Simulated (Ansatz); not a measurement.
# NH3 (ammonia) at 6 levels

Wanted: a comparison of 6 runs (HF/3-21G, UHF/3-21G, BLYP/6-31G, UPBE0/6-31G, RPA@PBE/6-31G, CCSDT(Q)/6-31G) of NH3 (ammonia). 

The calculation is run with Ansatz 0.2.0.

48 further runs of the same task are left out: 48 set aside as unsound or not needed.

**1. Starting point**

The species is NH3 (4 atoms), meant as a singlet with charge 0. SMILES: `N`. The H2–N1 distance was set to 2.531 Å, away from the relaxed value. At this shape a bond of the SMILES string is far longer than usual.

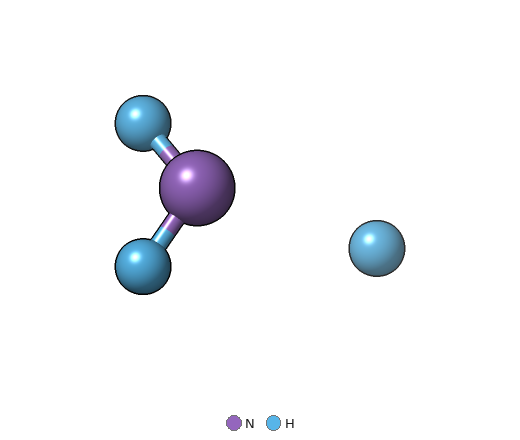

The structure, seen from a chosen angle (nitrogen purple, hydrogen blue).

**2. A single-point energy at HF/3-21G (run 1)**

in.yaml

```yaml
basis:
  gaussian: {orbitals: 3-21G.json}
crystal:
  periodic: [false, false, false]
  atoms:
    - {symbol: N, position_ang: [-0.910458, 1.076384, -0.846420]}
    - {symbol: H, position_ang: [0.490470, -0.301820, 0.749180]}
    - {symbol: H, position_ang: [-1.728028, 0.524974, -1.076260]}
    - {symbol: H, position_ang: [-0.373628, 1.181194, -1.698550]}
hamiltonian: {xc: hf}
accuracy: high
```

The basis set 3-21G is read from a file made from the Basis Set Exchange's data (not shown).

The run is started by

```console
$ ansatz run in.yaml --threads 1 --pin off --max-ram 3480MiB --events-out events.jsonl --progress --plain --runs-dir runs
```

The log of the run:

```text
Warning: RAYON_NUM_THREADS=1 ignored (pool sized by the plan → 1); use --threads N
Functional definition: HF
  name "HF"
  exchange = exact_x
  correlation = 0
284 factors; integrals over basis functions are off by at most 1.9e-9 eV
mean field evaluation 1: about -1507.0614 eV, gradient 3.7e1 eV
mean field evaluation 2: about -1507.0594 eV, gradient 3.7e1 eV
mean field evaluation 4: about -1512.6336 eV, gradient 7.4e0 eV
mean field evaluation 8: about -1512.7812 eV, gradient 3.0e-1 eV
mean field evaluation 16: about -1512.7831 eV, gradient 1.8e-8 eV
mean field -1512.78307295 eV, -55.5937525296 hartree, gradient 1.8e-8 eV, S^2 0.000000; 0 other end points of the search recorded, 0 dependent functions left out
reference -1512.78307295 eV, -55.5937525296 hartree; 5, 5 occupied and 10, 10 virtual orbitals, 284 factors
Total energy: -1512.78307295 eV, -55.5937525296 hartree
```

It took 0.08 s on 1 thread of Intel Xeon 6975P-C (Granite Rapids), shared host.

**3. The energy at UHF/3-21G (run 2)**

molecule.yaml

```yaml
basis:
  gaussian: {orbitals: 3-21G.json}
crystal:
  periodic: [false, false, false]
  atoms:
    - {symbol: N, position_ang: [-0.910458, 1.076384, -0.846420]}
    - {symbol: H, position_ang: [0.490470, -0.301820, 0.749180]}
    - {symbol: H, position_ang: [-1.728028, 0.524974, -1.076260]}
    - {symbol: H, position_ang: [-0.373628, 1.181194, -1.698550]}
magnetization: {spin_polarized: true, initial_magnetization: 0}
hamiltonian: {xc: hf}
accuracy: high
```

The basis set 3-21G is read from a file made from the Basis Set Exchange's data (not shown).

The run is started by

```console
$ ansatz run molecule.yaml --threads 1 --pin off --max-ram 3480MiB --events-out events.jsonl --progress --plain --runs-dir runs
```

The log of the run:

```text
Warning: RAYON_NUM_THREADS=1 ignored (pool sized by the plan → 1); use --threads N
[... 4 set-up lines as earlier in the session ...]
284 factors; integrals over basis functions are off by at most 1.9e-9 eV
mean field evaluation 1: about -1507.0614 eV, gradient 2.6e1 eV
mean field evaluation 2: about -1507.0594 eV, gradient 2.6e1 eV
mean field evaluation 4: about -1512.6336 eV, gradient 5.2e0 eV
mean field evaluation 8: about -1512.7812 eV, gradient 2.1e-1 eV
mean field evaluation 16: about -1512.7831 eV, gradient 2.6e-8 eV
mean field evaluation 32: about -1516.8245 eV, gradient 6.3e-4 eV
mean field evaluation 64: about -1514.8965 eV, gradient 6.6e-1 eV
mean field evaluation 96: about -1512.7831 eV, gradient 1.1e-6 eV
mean field -1516.82453327 eV, -55.7422734569 hartree, gradient 4.2e-8 eV, S^2 0.985146; 5 other end points of the search recorded, 0 dependent functions left out
reference -1516.82453327 eV, -55.7422734569 hartree; 5, 5 occupied and 10, 10 virtual orbitals, 284 factors
Total energy: -1516.82453327 eV, -55.7422734569 hartree
```

Run time: 0.12 s. Hardware: 1 thread of Intel Xeon 6975P-C (Granite Rapids), shared host.

**4. A single-point energy at BLYP/6-31G (run 3)**

input.yaml

```yaml
crystal:
  periodic: [false, false, false]
  atoms:
    - {symbol: N, position_ang: [-0.910458, 1.076384, -0.846420]}
    - {symbol: H, position_ang: [0.490470, -0.301820, 0.749180]}
    - {symbol: H, position_ang: [-1.728028, 0.524974, -1.076260]}
    - {symbol: H, position_ang: [-0.373628, 1.181194, -1.698550]}
basis:
  gaussian: {orbitals: 6-31G}
total_charge: 0
magnetization: {spin_polarized: false}
hamiltonian: {xc: {name: BLYP}}
accuracy: high
```

The run is started by

```console
$ ansatz run input.yaml --threads 1 --pin off --max-ram 3480MiB --events-out events.jsonl --progress --plain --runs-dir runs
```

The log of the run:

```text
Warning: RAYON_NUM_THREADS=1 ignored (pool sized by the plan → 1); use --threads N
Functional definition: BLYP
  name "BLYP"
  parameter beta = 0.0042
  parameter a = 0.04918
  parameter b = 0.132
  parameter c = 0.2533
  parameter d = 0.349
  exchange = b88_x(beta = beta)
  correlation = lyp_c(a = a, b = b, c = c, d = d)
348 factors; integrals over basis functions are off by at most 9.8e-9 eV
mean field evaluation 1: about -1514.6015 eV, gradient 7.4e1 eV
mean field evaluation 2: about -1473.0900 eV, gradient 1.2e2 eV
mean field evaluation 4: about -1525.1610 eV, gradient 3.4e1 eV
mean field evaluation 8: about -1530.8091 eV, gradient 1.8e1 eV
mean field evaluation 16: about -1532.2018 eV, gradient 2.7e-8 eV
mean field -1532.20178392 eV, -56.3073769954 hartree, gradient 5.0e-8 eV, S^2 0.000000; 0 other end points of the search recorded, 0 dependent functions left out
reference -1532.20181742 eV, -56.3073782264 hartree; 5, 5 occupied and 10, 10 virtual orbitals, 348 factors
Total energy: -1532.20181742 eV, -56.3073782264 hartree
```

Run time: 0.34 s. Hardware: 1 thread of Intel Xeon 6975P-C (Granite Rapids), shared host.

Runs 4 to 5 aren't shown in full; the table further down has their settings and results.

**5. A single-point energy at CCSDT(Q)/6-31G (run 6)**

molecule.yaml

```yaml
crystal:
  periodic: [false, false, false]
  atoms:
    - {symbol: N, position_ang: [-0.910458, 1.076384, -0.846420]}
    - {symbol: H, position_ang: [0.490470, -0.301820, 0.749180]}
    - {symbol: H, position_ang: [-1.728028, 0.524974, -1.076260]}
    - {symbol: H, position_ang: [-0.373628, 1.181194, -1.698550]}
basis:
  gaussian:
    orbitals: 6-31G
correlation:
  method: ccsdt_q
  frozen_orbitals: {H: 0, "N": 1}
accuracy: high
scf:
  omitted_lower_state_checks: [cluster_reference, increment]
```

The run is started by

```console
$ ansatz run molecule.yaml --threads 1 --pin off --max-ram 3480MiB --events-out events.jsonl --progress --plain --runs-dir runs
```

The log of the run, cut to the lines that bear on the results:

```text
Warning: RAYON_NUM_THREADS=1 ignored (pool sized by the plan → 1); use --threads N
[... 2 set-up lines as earlier in the session ...]
[...]
348 factors; integrals over basis functions are off by at most 9.8e-9 eV
[...]
mean field -1520.88968294 eV, -55.8916649518 hartree, gradient 6.1e-8 eV, S^2 0.000000; 1 other end points of the search recorded, 0 dependent functions left out; unrestricted orbitals would lower it
1 core orbitals not correlated: weight in the atoms' cores, before any rotation towards them, 1.000 or more for the frozen orbitals, at most 0.000 for the correlated occupied ones
reference -1520.88968294 eV, -55.8916649518 hartree; 4, 4 occupied and 10, 10 virtual orbitals, 348 factors
second order -4.88229924 eV of doubles, -0.00000000 eV of singles
cycle   1  -4.55808949 eV  change   -9.7e-1 eV  update   1.3e-1
[...]
cycle  34  -6.66382680 eV  change  -8.5e-10 eV  update  4.9e-10
perturbative correction -0.02326844 eV, -0.0008550995 hartree
WARN: these amplitudes may be one of several solutions (largest doubles amplitude 0.70, level shift 6.85 eV)
Total energy: -1527.57677818 eV, -56.1374111693 hartree
Checks for a lower state left out: cluster_reference, increment
```

Wall time 0.26 s (1 thread of Intel Xeon 6975P-C (Granite Rapids), shared host).

**6. All runs side by side**

| run | level | frozen core orbitals | energy (Eh) | wall time |
| --- | --- | --- | --- | --- |
| 1 | HF/3-21G | – | -55.593753 | 0.08 s |
| 2 | UHF/3-21G | – | -55.742273 | 0.12 s |
| 3 | BLYP/6-31G | – | -56.307378 | 0.34 s |
| 4 | UPBE0/6-31G | – | -56.285897 | 0.93 s |
| 5 | RPA@PBE/6-31G | 1 | -56.178967 | 0.62 s |
| 6 | CCSDT(Q)/6-31G | 1 | -56.137411 | 0.26 s |

**7. Outcome**

| quantity | value |
| --- | --- |
| run 6: total energy | -56.13741 Eh |
| run 6: correlation energy (1 core orbital frozen) | -245.7 mEh |
| run 6: T1 diagnostic | 0.053 |

In words: Totals of different functionals can't be ranked against each other. In runs 5, 6 the log says that unrestricted orbitals would lower the reference, so the values rest on an unstable closed-shell determinant (other closed-shell runs at this shape may share the fault). In runs 1, 3, 5 a closed-shell determinant meets a far-stretched bond, which it describes badly. Spin contamination of the reference: run 2 ⟨S²⟩ = 0.99, run 4 ⟨S²⟩ = 0.94. Where it is this large, the reference is a mixture of spin states, and values that rest on it are in doubt. All runs together took 2.4 s, the longest 0.93 s.
